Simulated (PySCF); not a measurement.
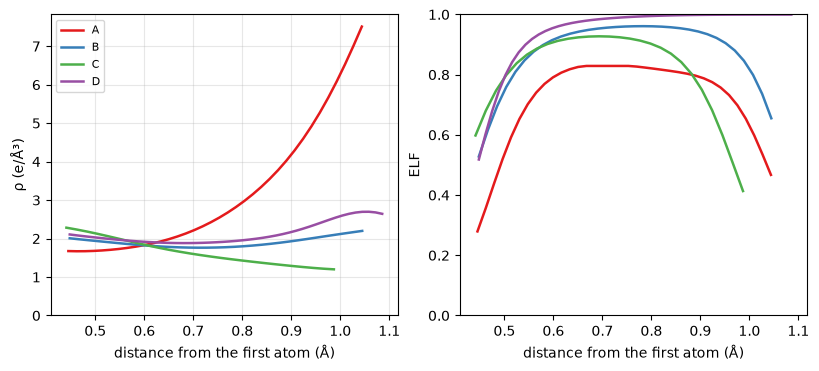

C7H14FP (SMILES CC/C(F)=P\C(C)(C)C). Electron density and ELF along straight lines between neighbouring atoms. The curves leave out the atomic cores.

Geometry: GFN2-xTB.

Method: PySCF 2.14.0, PBE0/pcSseg-1, SCF density, gas phase, non-relativistic.

```csv
atom,x (Å),y (Å),z (Å)
C,2.9387,-0.6427,0.5512
C,2.1195,0.4602,-0.1264
C,1.3506,-0.0899,-1.2813
F,2.2013,-0.3988,-2.3087
P,-0.2396,-0.4759,-1.6612
C,-1.3185,0.0149,-0.1716
C,-0.9203,-0.7185,1.1074
C,-2.7282,-0.4365,-0.5736
C,-1.3289,1.5304,0.0237
H,2.2844,-1.4148,0.9504
H,3.5266,-0.2258,1.3654
H,3.6136,-1.1018,-0.1671
H,2.8033,1.2235,-0.5111
H,1.4538,0.9294,0.5945
H,0.0418,-0.3891,1.4872
H,-1.6682,-0.5382,1.8789
H,-0.8699,-1.7917,0.9292
H,-3.0317,0.0355,-1.5066
H,-3.4483,-0.1664,0.1972
H,-2.7604,-1.5158,-0.7119
H,-2.0450,1.7979,0.8000
H,-0.3544,1.9131,0.3157
H,-1.6251,2.0281,-0.8985
```

Which curve belongs to which contact (C–C, C–F, C–H and C–P)? The first atom named is at distance zero.

Curve A: C–F (1.37 Å): the density is about 2.1 e/Å³ at the midpoint, with its minimum of 1.7 e/Å³ about 0.5 Å from C; the ELF peaks at about 0.85 between the atoms, as expected for a shared but strongly polarised pair. Curve B: C–C (1.49 Å): ρ at the midpoint is about 1.8 e/Å³; the ELF peaks at about 0.95 between the atoms; a covalent bond. Curve C: C–P (1.68 Å): ρ at the midpoint is about 1.4 e/Å³; the ELF peaks at about 0.95 between the atoms: a covalent bond. Curve D: C–H (1.09 Å): ρ is about 2 e/Å³ halfway; the ELF climbs to about 1 towards the hydrogen, as it does in any bond to H: an ordinary covalent bond to hydrogen.
